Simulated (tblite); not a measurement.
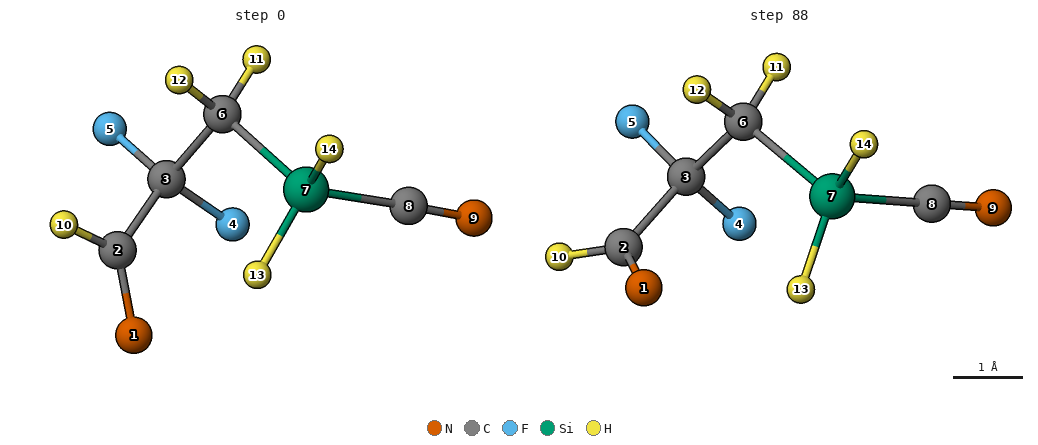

The structure of C4H5F2N2Si (multiplicity 2) before (left) and after (right) a relaxation, at one scale.

The picture is a ball-and-stick view, seen at a tilt.

Computed with GFN2-xTB geometry optimisation, gas phase in tblite 0.8.0. 

Describe what moved and what it gained.

The energy falls by 0.726 eV in 88 geometry steps. The atom that moves furthest after the best rigid fit is H10 (1.40 Å). By element the largest moves are H 1.40 Å, N 1.24 Å, C 0.21 Å, F 0.19 Å, Si 0.18 Å. Among the contacts that change: Si7–C8 1.812 → 1.872 Å, N1–C2 1.263 → 1.214 Å, C2–C3 1.501 → 1.546 Å, C3–F4 1.400 → 1.362 Å. Bond angles that change, for instance: H13–Si7–H14 107.6° → 115.9°, C6–Si7–H13 105.6° → 113.7°, F4–C3–C6 104.0° → 111.6°. Groups turn about C2–C3 by about 85°.
